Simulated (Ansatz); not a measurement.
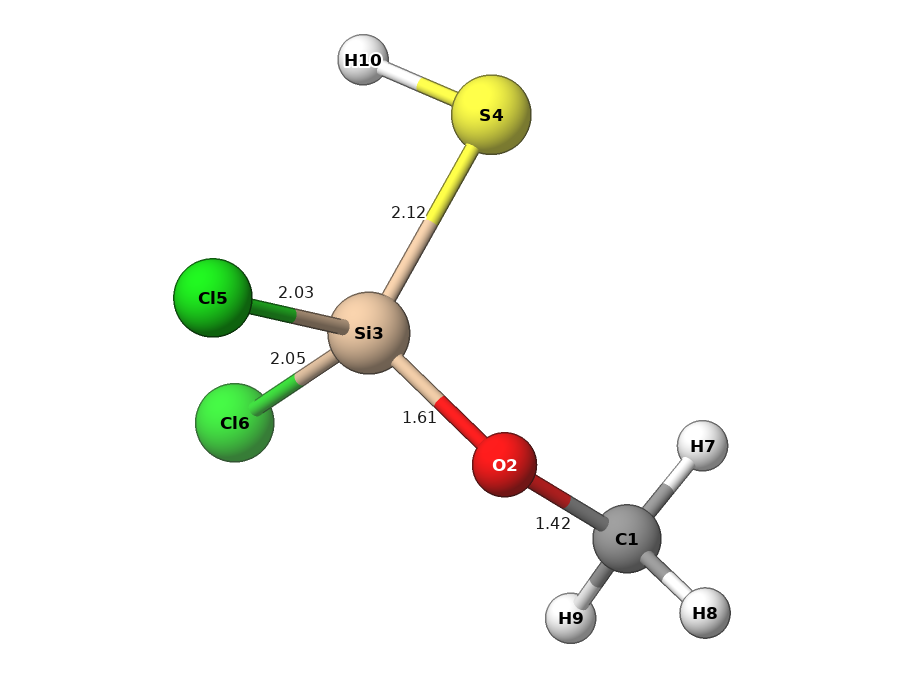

Bond lengths are marked in Å; every bond is drawn as one stick. The computed structure is the end point of a PBE0-D4/def2-TZVP optimisation. No frequency run is at hand to confirm it as a minimum.

### Which of the marked bonds are single, double, triple or aromatic?

C1–O2 single; O2–Si3 single; Si3–S4 single; Si3–Cl5 single; Si3–Cl6 single.

### Give the structure as SMILES.

CO[Si](S)(Cl)Cl
